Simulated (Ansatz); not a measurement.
All values below come from PBE (plane waves to 420 eV, PAW; Ansatz, an electronic-structure program).

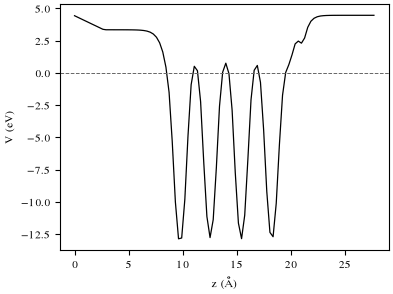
Figure. Electrostatic potential energy of an electron, averaged over planes parallel to the surface, in eV from the Fermi level, for Sn on the 1x1 (0001) surface of hcp Y, one in a 2x2 cell, started at the site 'hollow Y-Y-Y'

Slab: 17 atoms, 8.4 Å thick at the start under the adsorbate (thin: gaps and levels are the slab's own); k 5x5x1, smearing 0.1 eV, dipole-corrected; 8 atoms held, the rest relaxed; start symmetry kept, larger cells not searched; no spin, no spin-orbit, no U, no dispersion correction. At the end it is bonded to 3 Y. In PBE this state lies 0.07 eV over the lowest of the starts that converged ('bridge Y-Y (span 3.7 Å)').

Task: The surface cell has an area of 46.35 Å². What dipole along the normal does the step between the two vacuum levels imply?

Result: the top vacuum level lies 1.12 eV above the bottom one; p = −ε₀ A ΔV (ε₀ = 0.005526 e/(V·Å)) gives -0.29 e·Å a cell.
